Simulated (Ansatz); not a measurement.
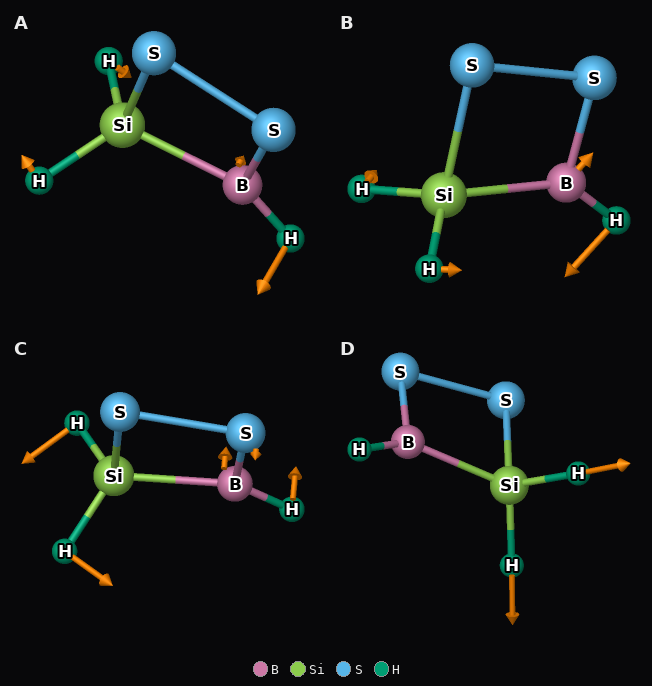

4 normal modes of one molecule or complex, as arrows. Harmonic vibrations computed with RKS PBE0-D4/def2-TZVP (Ansatz 0.2.0) at a stationary point of the same level.

Question: Match the panels to the wavenumbers 134 cm⁻¹, 738 cm⁻¹, 972 cm⁻¹, 2215 cm⁻¹.

Answer: A: 738 cm⁻¹
B: 972 cm⁻¹
C: 134 cm⁻¹
D: 2215 cm⁻¹, in-phase stretching of 2 Si–H bonds
